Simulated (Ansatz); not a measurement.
# ClGeH3O2: atomisation energy in Python

A script is to give an atomisation energy; the system is ClGeH3O2. SMILES: [OH][GeH]([OH])[Cl].

All numbers are computed with Ansatz 0.2.0 through its Python package. Level of theory: PBE+D3(BJ)/cc-pVDZ.

## (1) The structure

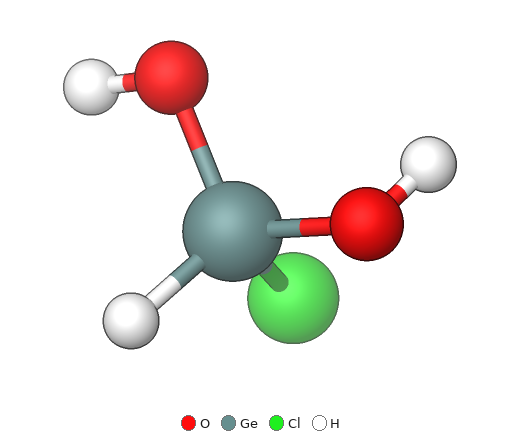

The starting structure, viewed from a chosen angle; oxygen red, germanium teal, chlorine green, hydrogen white.

No structure file is read: the coordinates are typed or built in the script.

## (2) Script

File tae_clgeh3o2.py:

```python
# -*- coding: utf-8 -*-
'''Energy to split ClGeH3O2 into its atoms.'''

from collections import Counter

import ansatz as az


def energy(molecule, charge=0, unpaired=0):
    calc = (
        molecule.calculation()
        .basis(gaussian='cc-pVDZ')
        .functional('PBE', dispersion='d3bj')
    )
    if charge:
        calc = calc.charge(charge)
    if unpaired:
        calc = calc.spin('collinear', total=unpaired)
    report = calc.run().report
    if report['published_state_doubts']:
        print('  doubts:', report['published_state_doubts'])
    return report['free_energy_ev']


def main():
    geometry_ang = [
        ('O', (-0.1166, 1.3138, -0.7213)),
        ('Ge', (-0.1068, -0.089, 0.3191)),
        ('O', (1.5244, -0.7509, 0.3081)),
        ('Cl', (-1.4076, -1.5713, -0.4263)),
        ('H', (-1.0934, 1.6801, -0.6672)),
        ('H', (-0.5012, 0.3261, 1.7634)),
        ('H', (1.7623, -0.9768, -0.6215)),
    ]
    mol = az.Crystal.molecule()
    for symbol, xyz in geometry_ang:
        mol = mol.atom(symbol, xyz)

    # unpaired electrons of the ground-state atoms
    unpaired = {'O': 2, 'Ge': 2, 'Cl': 1, 'H': 1}
    counts = Counter(site.symbol for site in mol.cartesian_sites)
    atom_energy = {s: energy(az.Crystal.molecule().atom(s, (0, 0, 0)), 0, unpaired[s]) for s in counts}
    whole = energy(mol, 0, 0)
    for s, e in atom_energy.items():
        print(f'{s:2s} x{counts[s]}  {e:14.5f} eV')
    print(f'ClGeH3O2: {whole:.5f} eV')
    split = sum(counts[s] * e for s, e in atom_energy.items()) - whole
    print(f'atomisation energy (no zero-point term): {96.485332 * split:.1f} kJ/mol, {split / sum(counts.values()):.3f} eV an atom')


if __name__ == '__main__':
    main()
```

## (3) The input behind the calls

The package turns the script's settings into the engine's input (first run):

```yaml
crystal:
  periodic: [false, false, false]
  atoms:
    - { symbol: O, position_ang: [0.0, 0.0, 0.0] }
basis:
  gaussian:
    orbitals: cc-pVDZ
hamiltonian:
  xc: pbe
  dispersion: d3bj
magnetization:
  spin_polarized: true
  initial_magnetization: 2.0
```

## (4) Running it

The run is started by

```
> python tae_clgeh3o2.py
```

Output:

```text
O  x2     -2040.34830 eV
Ge x1    -56506.43999 eV
Cl x1    -12515.85461 eV
H  x3       -13.56836 eV
ClGeH3O2: -73167.38487 eV
atomisation energy (no zero-point term): 2285.6 kJ/mol, 3.384 eV an atom
```

Wall time 3.6 s (1 thread of Arm Neoverse V2, shared host); peak memory 0.19 GiB.

## (5) Inputs of later runs

The engine's inputs for some of the other runs:

Run 2, against run 1:

```diff
@@ -4 +4 @@
-    - { symbol: O, position_ang: [0.0, 0.0, 0.0] }
+    - { symbol: Ge, position_ang: [0.0, 0.0, 0.0] }
```

Run 3, against run 1:

```diff
@@ -4 +4 @@
-    - { symbol: O, position_ang: [0.0, 0.0, 0.0] }
+    - { symbol: Cl, position_ang: [0.0, 0.0, 0.0] }
@@ -13 +13 @@
-  initial_magnetization: 2.0
+  initial_magnetization: 1.0
```

Run 5, against run 1:

```diff
@@ -4 +4,7 @@
-    - { symbol: O, position_ang: [0.0, 0.0, 0.0] }
+    - { symbol: O, position_ang: [-0.1166, 1.3138, -0.7213] }
+    - { symbol: Ge, position_ang: [-0.1068, -0.089, 0.3191] }
+    - { symbol: O, position_ang: [1.5244, -0.7509, 0.3081] }
+    - { symbol: Cl, position_ang: [-1.4076, -1.5713, -0.4263] }
+    - { symbol: H, position_ang: [-1.0934, 1.6801, -0.6672] }
+    - { symbol: H, position_ang: [-0.5012, 0.3261, 1.7634] }
+    - { symbol: H, position_ang: [1.7623, -0.9768, -0.6215] }
@@ -11,3 +16,0 @@
-magnetization:
-  spin_polarized: true
-  initial_magnetization: 2.0
```

## (6) Run by run

From the records of these 5 runs:

```csv
run,system,unpaired or total moment,energy (eV),<S²>,SCF cycles,CPU time (s)
1,O,2,-2040.3483,2.00,28,0.18
2,Ge,2,-56506.4400,2.00,26,0.55
3,Cl,1,-12515.8546,0.75,27,0.27
4,H,1,-13.5684,0.75,6,0.04
5,ClGeH3O2,not set,-73167.3849,0.00,16,2.1
```

Totals carry meaning only in balanced differences at one level of theory.

## (7) Outcome

```
                         quantity          value
atomisation energy, no zero point  2285.6 kJ/mol
                    runs compared              5
```

**Reading.** Zero-point motion and spin-orbit terms of the atoms are left out, and both would lower it. 2285.6 kJ/mol from the electronic energies, without the zero-point term. Notes:
- The geometry is a force-field or estimated start, not a minimum of this method, and the basis set is short of its limit. All parts are taken at fixed geometry, without zero-point energy.
- For Al to Cl the sets with a tight d function, cc-pV(X+d)Z, are usual.
- This functional overbinds, so such energies come out a few per cent too high (LDA far more).
